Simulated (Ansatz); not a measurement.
Method: PBE (plane waves to 420 eV, PAW; Ansatz, an electronic-structure program).

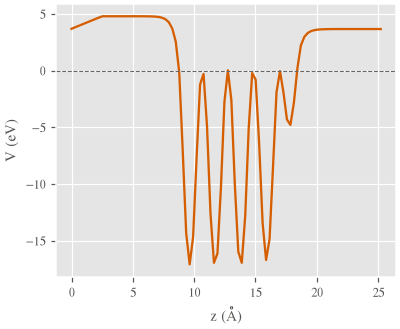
Figure. Electrostatic potential energy of an electron, averaged over planes parallel to the surface, in eV from the Fermi level, for Ru on the 1x1 (111) surface of fcc Cu, one in a 2x2 cell, started at the site 'hollow Cu-Cu-Cu over Cu at depth 2.1 Å'

Slab: 17 atoms, 6.2 Å thick at the start under the adsorbate (thin: gaps and levels are the slab's own); k 6x6x1, smearing 0.1 eV, dipole-corrected; 8 atoms held, the rest relaxed; held to the start's symmetry, so lower structures may exist; spin-polarised, no spin-orbit, no U, no dispersion correction. At the end it is bonded to 3 Cu. In PBE it is, or lies within 0.03 eV of, the lowest of the starts that converged.

Problem. The surface cell has an area of 22.82 Å². What dipole along the normal does the step between the two vacuum levels imply?

Solution. the top vacuum level lies 1.13 eV below the bottom one; p = −ε₀ A ΔV (ε₀ = 0.005526 e/(V·Å)) gives 0.14 e·Å a cell.
